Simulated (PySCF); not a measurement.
## Electronic structure of C4H7F5O2Si (SMILES CO[SiH](OC)C(F)(F)C(F)(F)F) in real space

```xyz
19

C     0.1079    2.4155   -0.7609
O    -0.6100    1.2719   -0.3604
Si   -0.5149    0.1636    0.7927
O    -1.8461   -0.7084    0.8468
C    -2.5803   -1.4944   -0.0637
C     0.9825   -1.0442    0.3874
F     0.6814   -1.9039   -0.6313
F     1.2692   -1.8386    1.4567
C     2.2725   -0.3215    0.0037
F     3.3596   -1.0885    0.0019
F     2.1705    0.2262   -1.2132
F     2.5073    0.6925    0.8566
H    -0.5978    3.2434   -0.8393
H     0.8878    2.6701   -0.0445
H     0.5589    2.2261   -1.7358
H    -0.3292    0.5930    2.1617
H    -2.9651   -0.8730   -0.8725
H    -1.9545   -2.2837   -0.4808
H    -3.4098   -1.9369    0.4876
```

Geometry: GFN2-xTB.

Method: PySCF, PBE0/pcSseg-1, SCF density, gas phase, non-relativistic.

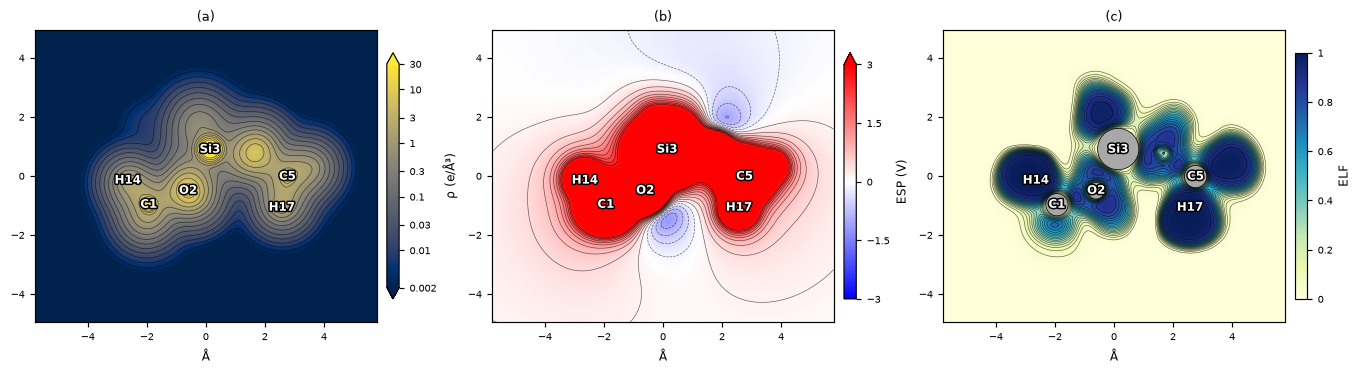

Figure 1. (a) total electron density; (b) electrostatic potential; (c) electron localisation function on the plane of atoms O2, C1 and H14. Grey discs cover the atomic cores in the ELF map.

### What do the fields say about this system?

The plane passes through C, O, Si and H nuclei.
C–O (1.41 Å): ρ is about 2 e/Å³ halfway, with its minimum of 1.7 e/Å³ about 0.5 Å from C; the ELF peaks at about 0.90 between the atoms (a polar covalent bond).
Si–O (1.60 Å): ρ at the midpoint is about 1.2 e/Å³; the ELF peaks at about 0.85 between the atoms (a polar covalent bond).
C–H (1.09 Å): ρ is about 2.1 e/Å³ halfway; the ELF climbs to about 1 towards the hydrogen, as it does in any bond to H; a covalent bond by its length.
The ELF also peaks beside O2 and O4, away from the bonds: lone-pair regions.
Outside the dense part of the molecule the potential is most negative (−1.2 V) near O2.

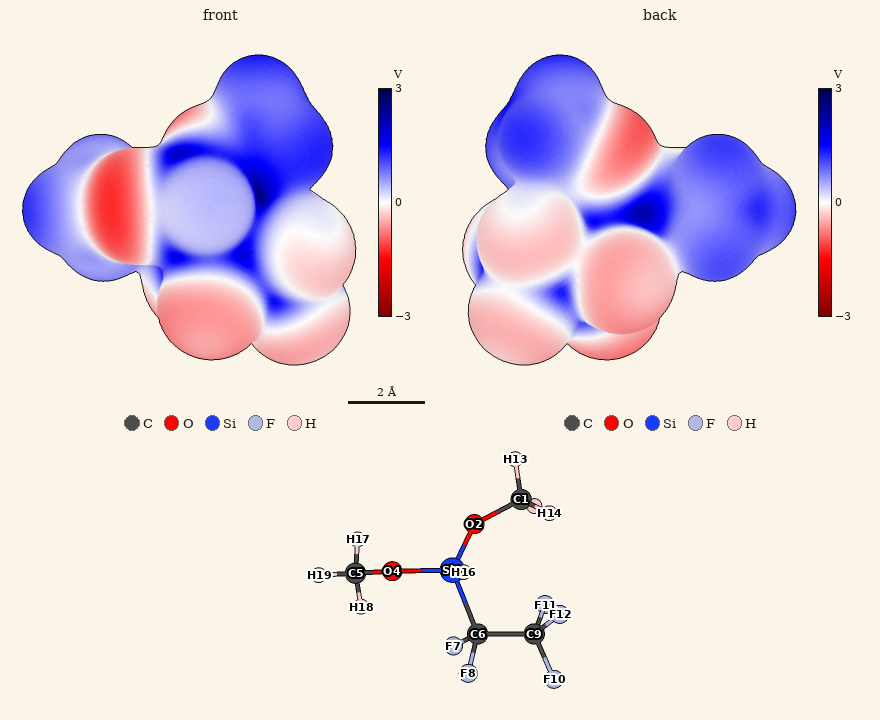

Figure 2. The molecular electrostatic potential painted on the density surface at 0.004 e/bohr³, seen from the front and from behind; the colour scale runs from red (negative) to blue (positive). The bare structure is drawn below in the same view.

### Where is the surface potential most negative and most positive?

The most negative region (about −1.2 V) lies over O4, the most positive (about +2.2 V) over Si3. O4 is the likeliest acceptor of a hydrogen bond.

### How polar is the molecule by this calculation?

Its dipole moment is 2.61 D.
